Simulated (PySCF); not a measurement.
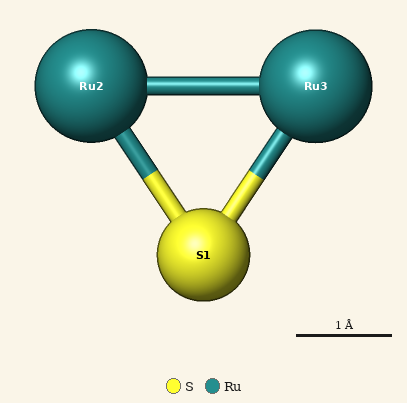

The structure (ball-and-stick view, seen on its broad side; atoms are numbered from 1 in the order of the input). Sticks mark near contacts.

Frequency calculation, with input and output: Ru$_{2}$S

- system: Ru$_{2}$S
- method: RKS-based PBE, S def2-SVP, Ru def2-SVP with ECP28; non-relativistic Hamiltonian with a scalar-relativistic core potential; density fitting (PySCF 2.14.0)

## The program's output
```
init E= -587.669521298268
cycle= 1 E= -587.669521295274  delta_E= 2.99e-09  |g|= 5.47e-05  |ddm|= 0.0008
cycle= 2 E= -587.669520220832  delta_E= 1.07e-06  |g|= 0.00105  |ddm|= 0.015
cycle= 3 E= -587.669521290031  delta_E= -1.07e-06  |g|= 0.000153  |ddm|= 0.0141
cycle= 4 E= -587.66952129627  delta_E= -6.24e-09  |g|= 6.94e-05  |ddm|= 0.000646
cycle= 5 E= -587.669521298156  delta_E= -1.89e-09  |g|= 1.23e-05  |ddm|= 0.000667
cycle= 6 E= -587.669521298274  delta_E= -1.18e-10  |g|= 2.57e-06  |ddm|= 0.000164
cycle= 7 E= -587.669521298279  delta_E= -4.77e-12  |g|= 3.28e-07  |ddm|= 2.07e-05
Extra cycle  E= -587.669521298277  delta_E= 2.05e-12  |g|= 1.81e-06  |ddm|= 1.4e-05
converged SCF energy = -587.669521298277
```

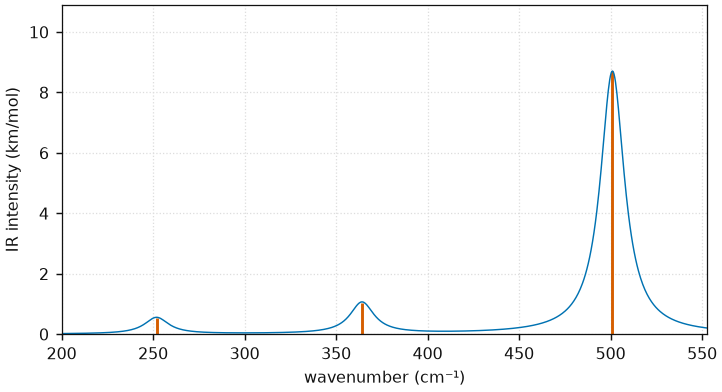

Harmonic infrared spectrum, unscaled: sticks (degenerate modes added up, dark ones marked on the axis) with a Lorentzian envelope of 16 cm⁻¹ full width, scaled to the tallest stick. 3 modes from 252 to 501 cm⁻¹, none imaginary. The strongest line is at 501 cm⁻¹ (8.7 km/mol). All modes, in cm⁻¹ (km/mol): 252 (0.5), 364 (1.0), 501 (8.7).

The run was set up as follows.

## The input
```python
from pyscf import gto, scf, dft
mol = gto.M(atom='''
S      0.000000     0.000000    -1.536542
Ru     1.181546     0.000000     0.240849
Ru    -1.181546     0.000000     0.240849''',
    basis={'S': 'def2-SVP', 'Ru': 'def2-SVP'},
    ecp={'Ru': 'def2-SVP'},
    charge=0, spin=0)
mf = dft.RKS(mol, xc='PBE')
mf.grids.atom_grid = (75, 302)
aux = {'S': 'def2-universal-JKFIT', 'Ru': 'def2-universal-JKFIT'}
mf = mf.density_fit(auxbasis=aux)
mf.conv_tol = 1e-09
mf.diis_space = 10
mf.max_cycle = 60
mf.verbose = 4
mf.kernel()
```

The script is an equivalent of the set-up of the self-consistent field. The run itself was carried out by a driver, which started from the orbitals of the step before it where there was one and computed the further properties.

Launched with:
```bash
OMP_NUM_THREADS=2 python axn.py task.json out
```

## Results in brief

- outcome: converged
- total energy: −587.669521 hartree
- HOMO: −4.02 eV
- LUMO: −3.99 eV
- zero-point energy: 0.002545 hartree
- dipole moment: 1.37 D
- wavenumbers, lowest and highest: 252 and 501 cm⁻¹
- hardware: 2 threads of Arm Neoverse N1, 98 GiB of memory available, shared host
- wall time: 52 s (CPU time 96 s)
- peak memory: 0.71 GiB

## Notes

The run takes a singlet; with an open-shell metal another spin state may lie lower.
